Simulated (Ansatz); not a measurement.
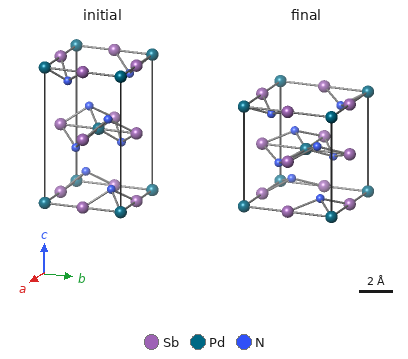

The structure of crystalline Sb₂PdN₄ (built on the Li2WS4-121 type type) before (left) and after (right) a relaxation, at one scale.

A ball-and-stick model of the conventional cell (2 times the calculation's cell), seen slightly off an axis. Lengths and directions refer to the drawn axes.

Theory: DFT, PBEsol, plane waves, PAW (Ansatz).

The input:
```yaml
crystal:
  lattice:
    - [-2.53954375, 2.53954375, 4.37467592]
    - [2.53954375, -2.53954375, 4.37467592]
    - [2.53954375, 2.53954375, -4.37467592]
  atoms:
    - { symbol: Sb, position: [0.5, 0.0, 0.5] }
    - { symbol: Sb, position: [0.0, 0.5, 0.5] }
    - { symbol: Pd, position: [0.0, 0.0, 0.0] }
    - { symbol: "N", position: [0.668607, 0.093513, 0.0] }
    - { symbol: "N", position: [0.331393, 0.331393, 0.424906] }
    - { symbol: "N", position: [0.093513, 0.668607, 0.0] }
    - { symbol: "N", position: [0.906487, 0.906487, 0.575094] }
kpoints:
  mp_grid: { grid: [6, 6, 6] }
hamiltonian:
  xc: pbesol
scf:
  occupations: { method: fermi_dirac, width: 0.03 }
relax:
  f_tol: 0.01
  cell: {}
  max_steps: 120
```

Command:
```bash
ansatz run input.yaml --threads 4 --pin off --max-ram 4608MiB --backend cpu --events-out ev --progress --plain --runs-dir out
```

### Summarise the run.

The largest moves relative to the cell, 0.11 Å, are those of N4, N5, N6 and N7. N5 goes along [1 1 −2]. Sb and Pd stay in place. The volume changes by −2.1 %, with a = b 5.079 → 5.856 Å (+15.3 %), c 8.749 → 6.441 Å (−26.4 %). Some distances before and after: Sb1–Pd3 2.540 → 2.928 Å, Sb1–N4 2.093 → 2.193 Å, Pd3–N4 1.847 → 1.943 Å. Among the angles between lasting bonds that change: N4–Sb1–N6 120.4° → 144.0°, Sb1–N7–Sb2 118.2° → 141.6°, Sb1–N7–Pd3 80.0° → 89.9°. The space group stays I-42m (No. 121). After 14 accepted moves (17 points after the start) the energy has fallen by 5.248 eV per cell of the calculation. The largest force component goes from 2.9 to 0.00026 eV/Å. The pressure goes from 33.63 to 0.01 GPa. At 3 points the geometry stayed and the basis and grid were re-selected for the new cell (energy shift of 0.178 eV per cell of the calculation at most each time). Cost: 51 s on 4 threads of Arm Neoverse V2 (shared host), peak memory 0.48 GiB.
